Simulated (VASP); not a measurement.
Band structure of CsPbBr3 (space group Pm-3m). Computed with PBEsol GGA, VASP's PBE PAW potentials (set 64) (plane waves; VASP).

Unless said otherwise, spin-orbit coupling is left out, though it shifts the bands of the heavy elements here.

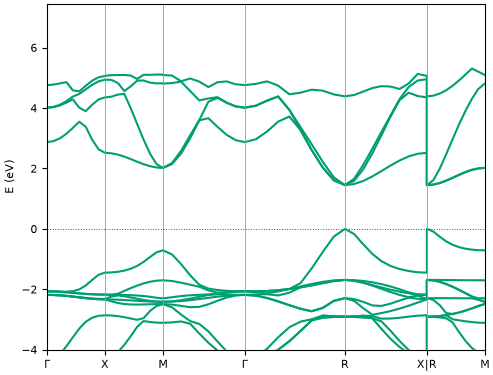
Figure. Bands along high-symmetry lines, zero at the valence-band maximum or, without a gap, the Fermi level

Read the plot: is there a gap, and where are the band edges?

The gap is direct, 1.45 eV, from the valence maximum at R to the conduction minimum at R.

The structure is a typed CsPbBr3 crystal. The cell was not relaxed at this level.
